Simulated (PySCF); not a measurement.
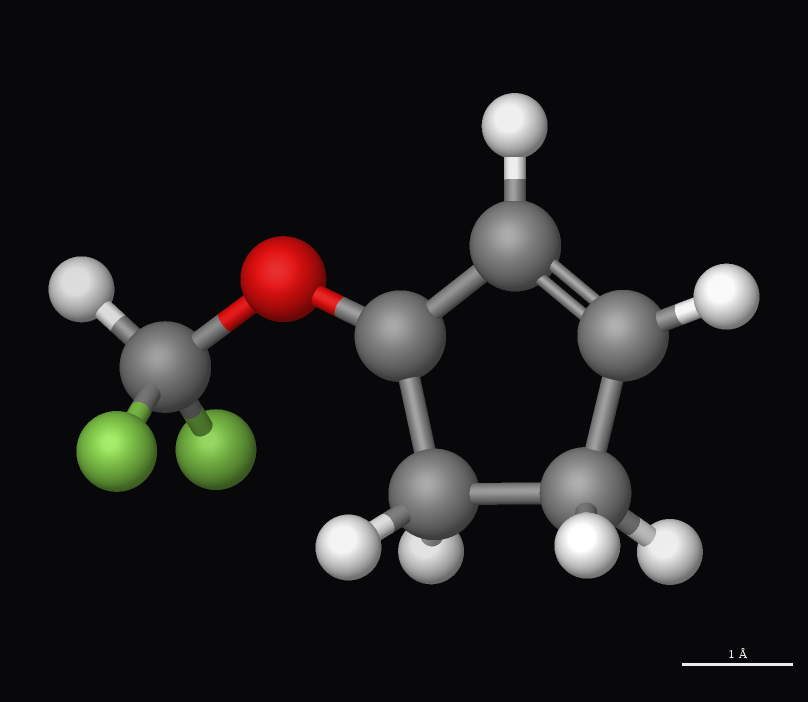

Ball-and-stick drawing of a structure. Multiple sticks mark multiple bonds (one Kekulé form). Colours: fluorine green, carbon grey, oxygen red, hydrogen white.

The species has charge +1 and is a spin singlet.

> Give the formula.

C6H7F2O(+), 16 atoms: 6 carbon, 7 hydrogen, 2 fluorine and 1 oxygen.

> Describe its rings.

Independent rings (smallest set): 1 of 5 members.

> Name functional groups in it.

Among them: ether, alkene, C–F bond.

> What is its SMILES?

FC(F)O[C+]1C=CCC1

More results for the same structure follow; atom numbers are the same in all pictures, views and colours differ. The geometry was computed by an optimisation with PBE0-D3(BJ)/def2-SVP. No frequency run is at hand to confirm it as a minimum.

**Geometry**

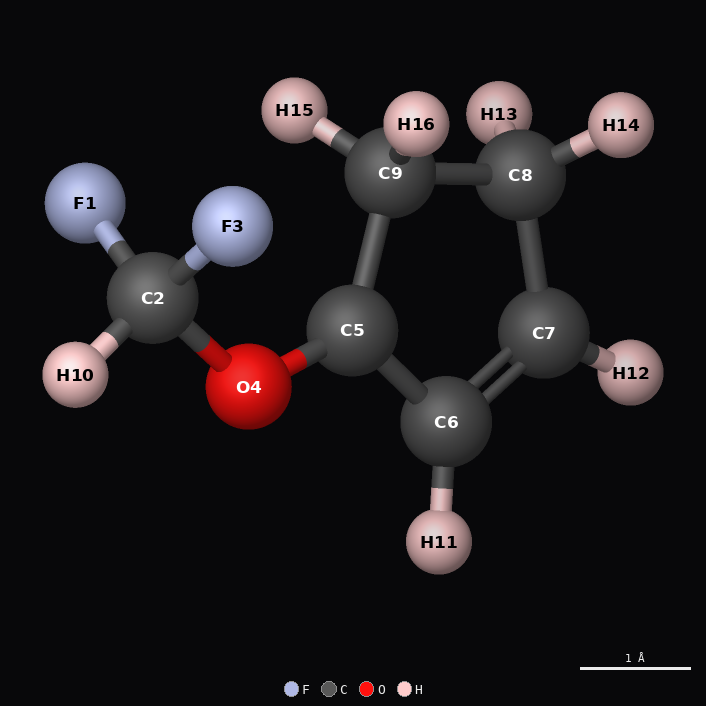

Atoms carry their numbers in the input. No frequency run is at hand to confirm it as a minimum.

Which atoms are bonded, and how long are the bonds?

```json
{"bond": "F1–C2", "length (Å)": "1.319", "order": "single"}
{"bond": "C2–F3", "length (Å)": "1.319", "order": "single"}
{"bond": "C2–O4", "length (Å)": "1.431", "order": "single"}
{"bond": "C2–H10", "length (Å)": "1.098", "order": "single"}
{"bond": "O4–C5", "length (Å)": "1.292", "order": "single"}
{"bond": "C5–C6", "length (Å)": "1.413", "order": "single"}
{"bond": "C5–C9", "length (Å)": "1.485", "order": "single"}
{"bond": "C6–C7", "length (Å)": "1.367", "order": "double"}
{"bond": "C6–H11", "length (Å)": "1.090", "order": "single"}
{"bond": "C7–C8", "length (Å)": "1.477", "order": "single"}
{"bond": "C7–H12", "length (Å)": "1.094", "order": "single"}
{"bond": "C8–C9", "length (Å)": "1.526", "order": "single"}
{"bond": "C8–H13", "length (Å)": "1.105", "order": "single"}
{"bond": "C8–H14", "length (Å)": "1.105", "order": "single"}
{"bond": "C9–H15", "length (Å)": "1.103", "order": "single"}
{"bond": "C9–H16", "length (Å)": "1.104", "order": "single"}
```

**Electronic properties**

No frequency run is at hand to confirm it as a minimum. Method: CAM-B3LYP/def2-SVPD in benzene (IEF-PCM) (PySCF 2.14.0). Excitations: vertical, linear response.

Predict the main results.

- HOMO energy (Kohn–Sham orbital): −12.46 eV
- LUMO energy (Kohn–Sham orbital): −4.23 eV
- HOMO–LUMO gap: 8.24 eV
- mean static polarisability: 80.3 bohr³
- lowest vertical singlet excitation: 5.21 eV
- its oscillator strength: 0.401

**NMR shielding**

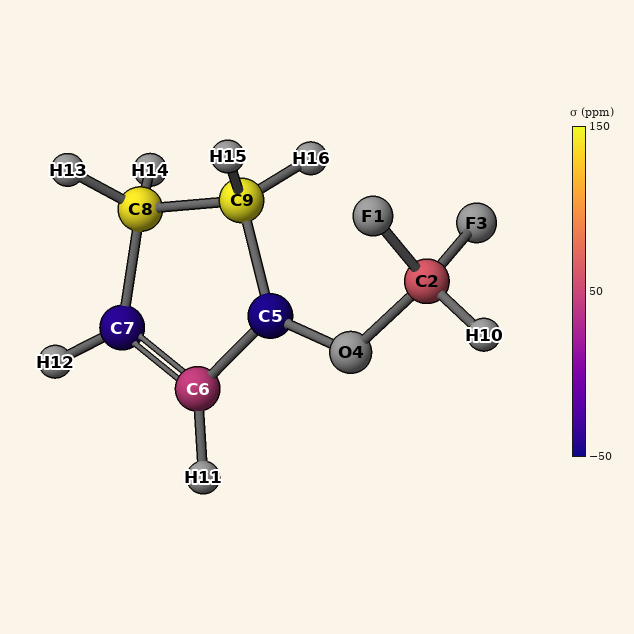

Atoms are coloured by their isotropic NMR shieldings (C only, the others grey). No frequency run is at hand to confirm it as a minimum. Level of theory: GIAO PBE0/pcSseg-1 NMR shielding, non-relativistic, IEF-PCM benzene (PySCF 2.14.0).

> Which C atom is the most shielded (lowest chemical shift)?

C9 (144.2 ppm).

> Which C atom is the least shielded (highest chemical shift)?

C5 (−44.9 ppm).

> How wide is the range of C shifts?

189.1 ppm.

List the isotropic NMR shieldings of the C atoms.

| atom | σ (ppm) |
| --- | --- |
| C2 | 63.4 |
| C5 | −44.9 |
| C6 | 44.9 |
| C7 | −40.3 |
| C8 | 141.0 |
| C9 | 144.2 |

**Ring current**

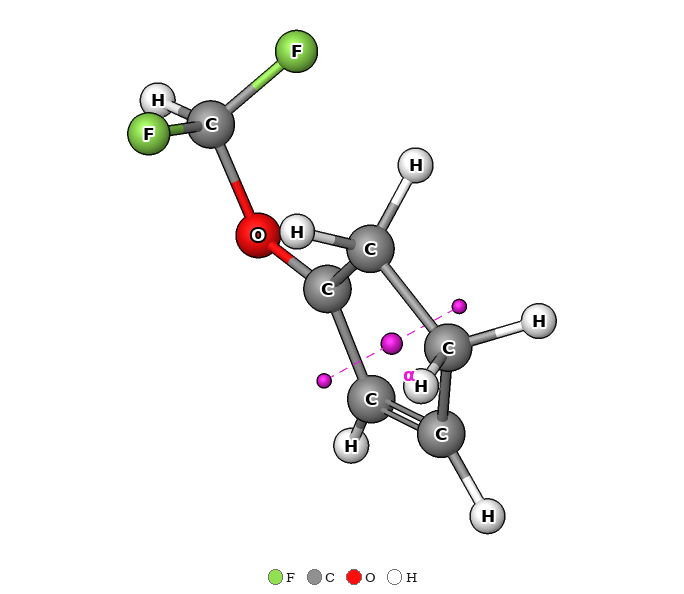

The small points mark where nucleus-independent chemical shifts (NICS) were computed: at the centre of each lettered ring and 1 Å above and below it. No frequency run is at hand to confirm it as a minimum. Properties computed with GIAO PBE0/pcSseg-1 NMR shielding, non-relativistic, IEF-PCM chloroform (PySCF 2.14.0).

Give NICS(0), NICS(1) and the out-of-plane component NICS(1)zz for each ring (means of the two sides).

```
ring  members  NICS(0)  NICS(1)  NICS(1)zz
   α       C5     −0.3     −4.9       −7.8
```

Values in ppm.
